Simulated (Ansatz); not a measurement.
# Leakage through LiF between Ag(100) and Ag(100): one more thickness

The current through thinner LiF barriers is known. What leaks through 5 layers at 0.25 V?

Set-up. Ansatz 0.2.0, plane waves with PAW datasets, PBE; a slab with two metal leads whose outer parts are reservoirs, with density and current solved under bias (Landauer, 300 K). The LiF is strained to the lead's lattice, the interfaces are relaxed in a short slab (PBE+D3(BJ)), and bulk layers are laid on.

Results; the value marked ? is to be predicted:

```
layers of LiF  cell length (Å)  drop between the leads' cuts at 0.25 V (V)  current density at 0.25 V (A/m²)
            1            66.31                                       0.236                         1.68×10¹³
            2            68.37                                       0.248                         3.10×10¹¹
            3            70.36                                       0.249                         1.55×10¹⁰
            4            72.31                                       0.249                          4.99×10⁸
            5            74.29                                       0.249                                 ?
```

Worked fit:

Deep in a barrier the current should fall by a fixed factor for each layer; the steps shown give 54, 20 and 31 per layer, so that is only roughly so here. A straight line through ln J for 2, 3 and 4 layers has the slope −3.216 per layer, a factor of 25; with about 1.97 Å per layer that is β = 1.6 Å⁻¹. Then J = exp(32.964 − 3.216 × 5). Predicted: 2.15×10⁷ A/m².

What the run gave:

2.03×10⁷ A/m², so the prediction is 6.0 % too high. From 4 to 5 layers the current falls by 25 per layer, against the fitted 25. The steps are uneven, so one factor describes this series only roughly.

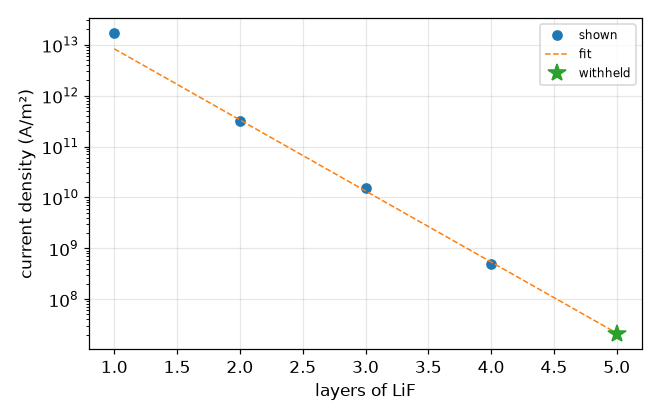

Current density against thickness.

Caveats: On every other k-point the currents of these runs, at any bias, move by up to 15 %. A semilocal functional makes the barrier's gap too small; each thickness has its own relaxed interfaces.

[Logs are printed without paths, hosts, clocks, repeated set-up lines and the standing remarks that a program may print on its own settings, such as how far it seeks lower states.]
